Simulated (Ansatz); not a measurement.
# TiTe2 (P-3m1): Drude plasma energy along x against volume

The cell of TiTe2 (P-3m1) is scaled evenly and the response computed anew at each volume, on one mesh. The atoms keep their fractional positions. x, y and z are the Cartesian axes of the input cell.

Symmetry: P-3m1, No. 164, trigonal system. Conventional cell: a = 3.777 Å, b = 3.777 Å, c = 6.498 Å, α = 90.00°, β = 90.00°, γ = 120.00°. Around Te on site d lie 3 Ti at 2.77 Å. Around Ti on site a lie 6 Te at 2.77 Å.

Method: Ansatz 0.2.0, PBEsol, independent particles, k-mesh 9×9×5 with interpolation inside its cells, Gaussian parameter 0.1 eV.

Launch of the response step: `ansatz run input.yaml --threads 4 --pin off --max-ram 8192MiB --backend cpu --events-out ev --progress --plain --runs-dir out`. The series took 26.1 min in all, on 4 threads of Intel(R) Xeon(R) Processor @ 2.70GHz, with other jobs on the host.

```tsv
V/V₀	V (Å³, primitive cell)	Drude plasma energy along x (eV)
0.94	75.46	3.746
0.96	77.07	?
0.98	78.67	3.576
1.00	80.28	3.490
1.02	81.89	3.404
1.04	83.49	3.318
1.06	85.10	3.233
```

For small changes the quantity should be close to linear in ln V.

Working, on the rows shown:

| x = ln(V/V₀) | y = Drude plasma energy along x |
| --- | --- |
| -0.0618754 | 3.746 |
| -0.0202027 | 3.576 |
| 0 | 3.49 |
| 0.0198026 | 3.404 |
| 0.0392207 | 3.318 |
| 0.0582689 | 3.233 |

Means: x̄ = 0.005869, ȳ = 3.4612. Σ(x − x̄)(y − ȳ) = -0.03999, Σ(x − x̄)² = 0.009356. Slope = -0.03999 / 0.009356 = -4.274; intercept = ȳ − slope · x̄ = 3.4863. The line misses the rows shown by at most 0.0047 eV.

Question: What does the fit predict for the withheld row, and how well does it do?

Answer: At x = -0.040822 the line gives y = 3.6607 eV. The run gave 3.661 eV, so the interpolation holds to the digits printed.

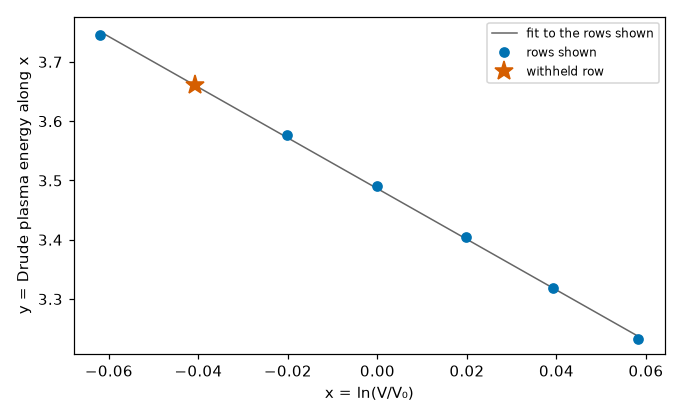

Between the rows on either side of x = 0 the slope is (3.404 − 3.576) / (0.019803 − (-0.020203)) = -4.299. So d ln ωp/d ln V = -1.23; free electrons would give −0.50. The values come from a sum over the points of one k-mesh and carry its error, which is largest for Fermi-surface quantities. Spin-orbit coupling is left out.

[Logs are printed without paths, hosts, clocks, repeated set-up lines and the standing remarks that a program may print on its own settings, such as how far it seeks lower states.]
